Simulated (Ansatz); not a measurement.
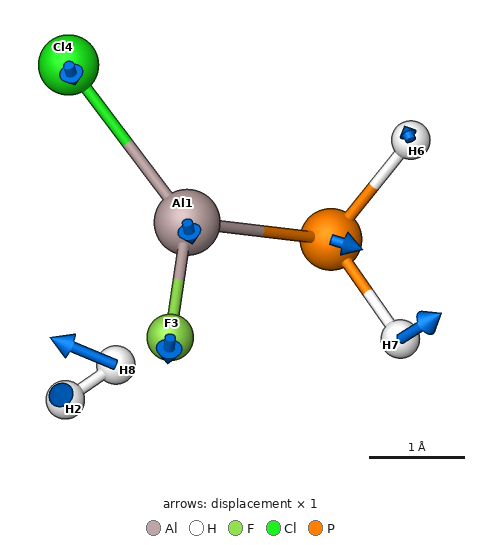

A relaxation of AlPH4ClF. The starting structure is drawn; blue arrows show the displacements, at their true length. The two geometries are superimposed by the best rigid fit.

The picture is a ball-and-stick view, seen at a tilt.

The run prepares an end point of a later path (reaction) calculation, from a guessed geometry.

All numbers below come from Ansatz 0.2.0, RKS CAM-B3LYP/def2-SVP.

Input file:
```yaml
crystal:
  periodic: [false, false, false]
  atoms:
    - { symbol: Al, position_ang: [-0.187226, -0.688127, -0.326188] }
    - { symbol: H, position_ang: [0.146124, 0.229034, 2.253864] }
    - { symbol: F, position_ang: [1.29357, 0.037643, -0.491343] }
    - { symbol: Cl, position_ang: [-1.805772, 0.30765, -1.187533] }
    - { symbol: P, position_ang: [-0.416358, -2.653178, 0.818155] }
    - { symbol: H, position_ang: [-0.763527, -3.418847, -0.332775] }
    - { symbol: H, position_ang: [0.974377, -2.960823, 0.758034] }
    - { symbol: H, position_ang: [-0.143988, -0.427453, 2.189686] }
basis:
  gaussian: { orbitals: def2-SVP }
hamiltonian:
  xc: cam_b3lyp
relax:
  f_tol: 0.03
  max_steps: 50
```

Run as
```bash
ansatz run input.yaml --threads 2 --pin off --max-ram 3072MiB --backend cpu --events-out ev --progress --plain --runs-dir out
```

Which element moves most?

Answer. Hydrogen: up to 0.77 Å, against 0.41 Å for fluorine.

What did the optimiser do to the structure, and how much energy did it gain?

Answer. H8 moves most after the best rigid fit: 0.77 Å. By element the largest moves are H 0.77 Å, F 0.41 Å, P 0.36 Å, Cl 0.35 Å, Al 0.33 Å. Among the contacts that change: Al1–H2 2.758 → 2.318 Å, H2–H8 0.721 → 0.765 Å, Al1–P5 2.285 → 2.302 Å, Al1–Cl4 2.086 → 2.092 Å. Groups turn about Al1–P5 by about 20°. The energy falls by 0.167 eV in 18 accepted moves (19 points after the start). The largest force component goes from 1.7 to 0.013 eV/Å. The line search rejected the trial step at point 18 of the run. The run took 2.2 min on 2 threads of AMD EPYC 7571 (shared host), peak memory 0.23 GiB.

Limits of the set-up: the start holds two separate molecules, 2.5 Å apart at their closest, whose relative position is a soft coordinate and is computed without a dispersion correction.
